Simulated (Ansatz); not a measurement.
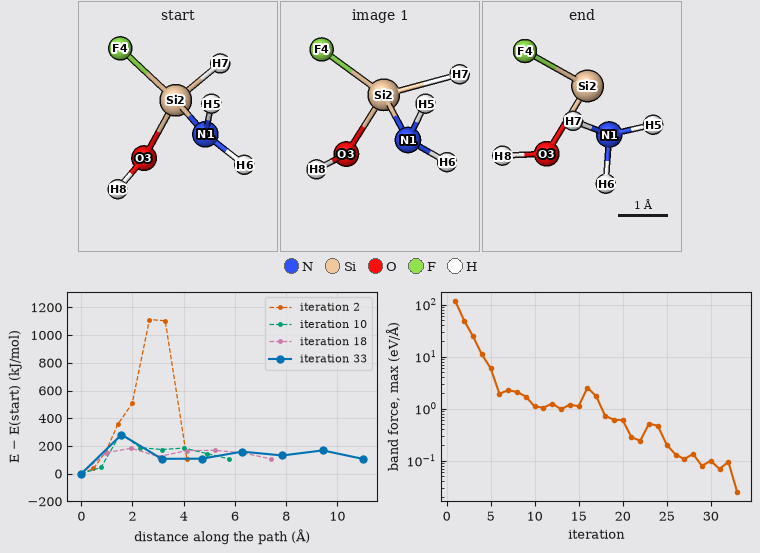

A nudged-elastic-band calculation for SiNH4OF. Images are numbered from 0 (start) to 7 (end). The plot follows the band through its iterations. The picture is a ball-and-stick view, seen from a free direction.

The calculation used RKS PBE0-D4/cc-pVDZ in Ansatz. Set-up: 6 movable images; no climbing image; force threshold 0.05 eV/Å; iteration limit 50; starting path through a guess of the saddle point.

Q: How did the profile develop, and is the result final?

A: The run is converged, with reservations. The band converged in 33 iterations. The largest component of the band force went from 120 to 0.025 eV/Å. No image climbed, so the highest image needn't lie on the saddle point, and the true maximum along this path can be higher. The first iteration put the highest image at 2287.1 kJ/mol. The energy climbs by 281.9 kJ/mol to image 1 and then falls by 175.2 kJ/mol, so the end point sits at +106.7 kJ/mol. The profile has 3 maxima (images 1, 4, 6) with a dip at image 5 (+131.6 kJ/mol), so the process runs in steps.

The run took 16 min on 1 thread of Arm Neoverse N1, on a shared host, peak memory 0.16 GiB.
